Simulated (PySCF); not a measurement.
Vertical excitations of a molecule ClH₅OSi₂ from TDA-LC-ωPBE/def2-SVPD run with PySCF, as energy in eV (oscillator strength): 7.13 (0.024), 7.20 (0.036), 8.29 (0.005), 8.40 (0.127), 8.56 (0.026), 8.66 (0.044), 8.72 (0.351), 8.91 (0.008), 8.94 (0.165), 9.08 (0.006). Lowest triplet (TDA): 6.20 eV. Coordinates come from a B3LYP-D3(BJ)/def2-SVP optimisation. Other conformers were not sampled.

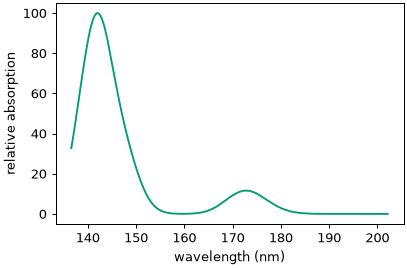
Fig. 1. The lines broadened by 0.4 eV.

Question: Which structure fits?
(A) O[Si@@H]([SiH3])Cl
(B) [SiH3]O[SiH2]Cl
(C) O[SiH2][SiH2]Cl

Answer: A, O[Si@@H]([SiH3])Cl
